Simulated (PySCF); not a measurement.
**singlet N2H+ at 6 levels**

We compute a comparison of 6 runs (B2PLYP/STO-3G, PBE0/STO-3G, wB97X-V/STO-3G, BCCD(T)/STO-3G, QCISD(T)/STO-3G, CISD/STO-3G) of singlet N2H+. The job is set up through a Python script.

The results are computed with PySCF 2.14.0.

10 further runs of the same task are left out: 10 set aside as unsound or not needed.

**1. The molecule**

N2H+ has 3 atoms, charge +1, and is taken as a singlet. As SMILES of the parent species, `[N]=N`. The shape is that of a GFN2-xTB optimisation. That shape belongs to the parent species and isn't relaxed for this state.

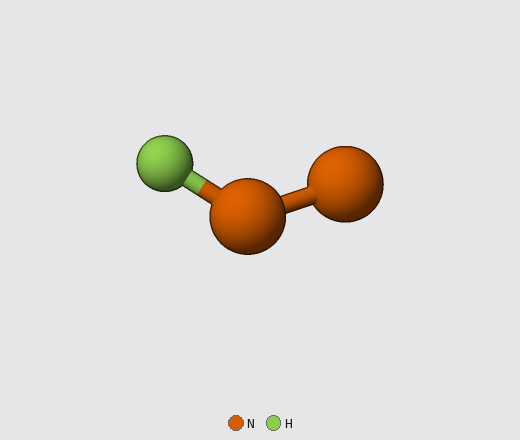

The structure, seen from a chosen angle (nitrogen orange, hydrogen green).

**2. A single-point energy at B2PLYP/STO-3G (run 1)**

File input.py:

```python
from pyscf import gto, dft, mp

mol = gto.Mole()
mol.atom = '''
N        0.715210      -0.640440       0.325220
N       -0.243160      -0.185380      -0.152740
H       -0.472040       0.825820      -0.172480
'''
mol.spin = 0
mol.charge = 1
mol.max_memory = 1860
mol.basis = 'sto-3g'
mol.verbose = 3
mol.build()

ks = dft.RKS(mol, xc='0.53*HF + 0.47*B88, 0.73*LYP')
ks.grids.level = 5
ks.conv_tol = 1e-10
ks.kernel()
if not ks.converged:
    ks = ks.newton().run(ks.mo_coeff, ks.mo_occ)

pt = mp.MP2(ks, frozen=2).run()
e_tot = ks.e_tot + 0.27 * pt.e_corr
print('PT2 part  %.8f' % (0.27 * pt.e_corr))
print('Final energy', e_tot)
```

Launch:

```console
$ OMP_NUM_THREADS=1 python input.py
```

Output:

```text
converged SCF energy = -108.060712675806
E(RMP2) = -108.309166522161  E_corr = -0.248453846354948
E(SCS-RMP2) = -108.305925976733  E_corr = -0.245213300927341
PT2 part  -0.06708254
Final energy -108.12779521432157
```

Run time: 1.5 s. Hardware: 1 thread of Arm Neoverse V1, shared host; peak memory 0.16 GiB.

**3. The energy at PBE0/STO-3G (run 2)**

File run.py:

```python
from pyscf import gto, dft

mol = gto.M(
    atom='''
N      1.351551    -1.210256     0.614577
N     -0.459506    -0.350317    -0.288637
H     -0.892026     1.560574    -0.325940
''',
    verbose=4,
    unit='bohr',
    max_memory=1860,
    basis='sto-3g',
    charge=1,
)

myscf = dft.RKS(mol)
myscf.xc = 'pbe0'
myscf.grids.level = 5
myscf.conv_tol = 1e-10
myscf.kernel()
if not myscf.converged:
    myscf = myscf.newton().run(myscf.mo_coeff, myscf.mo_occ)

etot = myscf.e_tot
print('E(%s) = %.9f' % ('PBE0', etot))
```

Launch:

```console
$ OMP_NUM_THREADS=1 python run.py
```

Output:

```text
PySCF version 2.14.0

[INPUT] num. atoms = 3
[INPUT] num. electrons = 14
[INPUT] charge = 1
[INPUT] spin (= nelec alpha-beta = 2S) = 0
[INPUT] symmetry False subgroup None
[INPUT] Mole.unit = bohr
[INPUT] Symbol           X                Y                Z      unit          X                Y                Z       unit  Magmom
[INPUT]  1 N      0.715209988596  -0.640439894579   0.325220142756 AA    1.351551000000  -1.210256000000   0.614577000000 Bohr   0.0
[INPUT]  2 N     -0.243160103481  -0.185379772998  -0.152740122628 AA   -0.459506000000  -0.350317000000  -0.288637000000 Bohr   0.0
[INPUT]  3 H     -0.472039830748   0.825820196754  -0.172480020127 AA   -0.892026000000   1.560574000000  -0.325940000000 Bohr   0.0

[... 55 lines left out ...]
converged SCF energy = -108.142762188604
E(PBE0) = -108.142762189
```

Run time: 1.4 s. Hardware: 1 thread of Arm Neoverse V1, shared host; peak memory 0.15 GiB.

Run 3 isn't shown in full; the table further down has it.

**4. The energy at BCCD(T)/STO-3G (run 4)**

File job.py:

```python
from pyscf import gto, scf, cc
from pyscf.cc.bccd import bccd_kernel_

system = gto.M(
    atom='N 0.715210 -0.640440 0.325220; N -0.243160 -0.185380 -0.152740; H -0.472040 0.825820 -0.172480',
    max_memory=1860,
    basis='sto-3g',
    charge=1,
    verbose=3,
)

hf = scf.RHF(system)
hf.conv_tol = 1e-10
hf.kernel()
if not hf.converged:
    hf = hf.newton().run(hf.mo_coeff, hf.mo_occ)

mycc = cc.CCSD(hf, frozen=2).run()
mycc = bccd_kernel_(mycc, diis=True)
e_t = mycc.ccsd_t()
e_final = mycc.e_tot + e_t
print('E(%s) = %.9f' % ('BCCD(T)', e_final))
```

Launch:

```console
$ OMP_NUM_THREADS=1 python job.py
```

Output:

```text
converged SCF energy = -107.689822534781
E(CCSD) = -107.8746497473831  E_corr = -0.1848272126024102
BCCD loop starts.

[... 22 lines left out ...]
CCSD converged
[... 25 lines left out ...]
CCSD converged
[... 23 lines left out ...]
CCSD converged
[... 3 lines left out ...]
******** <class 'pyscf.cc.ccsd.CCSD'> ********
CC2 = 0
CCSD nocc = 5, nmo = 9
frozen orbitals 2
max_cycle = 50
direct = 0
conv_tol = 1e-07
conv_tol_normt = 1e-05
diis_space = 6
diis_start_cycle = 0
diis_start_energy_diff = 1e+09
Init E_corr(CCSD) = -0.18925027196177
cycle = 1  E_corr(CCSD) = -0.189249874472078  dE = 3.97489692e-07  norm(t1,t2) = 1.83565e-05
cycle = 2  E_corr(CCSD) = -0.189250386176868  dE = -5.1170479e-07  norm(t1,t2) = 3.80588e-06
cycle = 3  E_corr(CCSD) = -0.189250170785045  dE = 2.15391823e-07  norm(t1,t2) = 1.34693e-06
cycle = 4  E_corr(CCSD) = -0.189250190236269  dE = -1.94512237e-08  norm(t1,t2) = 6.86375e-07
CCSD converged
E(CCSD) = -107.8739844068924  E_corr = -0.1892501902362687
BCC iter:    3  E:    -107.873984406892  dE:   -2.246e-07  |t1|:    4.963e-07
CCSD(T) correction = -0.00509704354308098
E(BCCD(T)) = -107.879081450
```

Wall time 0.97 s (1 thread of Arm Neoverse V1, shared host); peak memory 0.1 GiB.

Run 5 isn't shown in full; the table further down has it.

**5. The energy at CISD/STO-3G (run 6)**

File start.xyz:

```xyz
3

N      0.715210    -0.640440     0.325220
N     -0.243160    -0.185380    -0.152740
H     -0.472040     0.825820    -0.172480
```

File run.py:

```python
from pyscf import gto, ci

molecule = gto.Mole()
molecule.atom = 'start.xyz'
molecule.basis = 'sto-3g'
molecule.max_memory = 1860
molecule.charge = 1
molecule.verbose = 3
molecule.build()

mf = molecule.RHF()
mf.conv_tol = 1e-10
mf.kernel()
if not mf.converged:
    mf = mf.newton().run(mf.mo_coeff, mf.mo_occ)

cisd = ci.CISD(mf, frozen=2)
cisd.kernel()
e_tot = cisd.e_tot
print('E(%s) = %.9f' % ('CISD', e_tot))
```

Launch:

```console
$ OMP_NUM_THREADS=1 python run.py
```

Output:

```text
converged SCF energy = -107.689822534781
E(RCISD) = -107.8616656661605  E_corr = -0.1718431313798665
E(CISD) = -107.861665666
```

Wall time 0.82 s (1 thread of Arm Neoverse V1, shared host); peak memory 0.12 GiB.

**6. The series**

```csv
run,level,frozen core orbitals,nlc grid,energy (Eh),HOMO energy (eV),LUMO energy (eV),HOMO–LUMO gap (eV),wall time
1,B2PLYP/STO-3G,2,–,-108.127795,-23.47,-10.70,12.78,1.5 s
2,PBE0/STO-3G,–,–,-108.142762,-21.89,-12.72,9.17,1.4 s
3,wB97X-V/STO-3G,–,1,-108.237518,-24.46,-10.00,14.46,7.2 s
4,BCCD(T)/STO-3G,2,–,-107.879081,–,–,–,0.97 s
5,QCISD(T)/STO-3G,2,–,-107.879521,-25.92,-7.24,18.68,0.84 s
6,CISD/STO-3G,2,–,-107.861666,-25.92,-7.24,18.68,0.82 s
```

**7. Summary of results**

```
                                          quantity          value
                               run 6: total energy  -107.86167 Eh
        run 6: HOMO energy (Hartree–Fock orbitals)      -25.92 eV
        run 6: LUMO energy (Hartree–Fock orbitals)       -7.24 eV
      run 6: HOMO–LUMO gap (Hartree–Fock orbitals)       18.68 eV
run 6: correlation energy (2 core orbitals frozen)     -171.8 mEh
```

In words: Over runs 1, 2, 3 the HOMO–LUMO gap runs from 9.17 eV (PBE0/STO-3G) to 14.46 eV (wB97X-V/STO-3G). Totals of different functionals can't be ranked against each other. In runs 1, 2, 3, 4, 5, 6 the basis is minimal, so the values are rough. All runs together took 13 s, the longest 7.2 s.
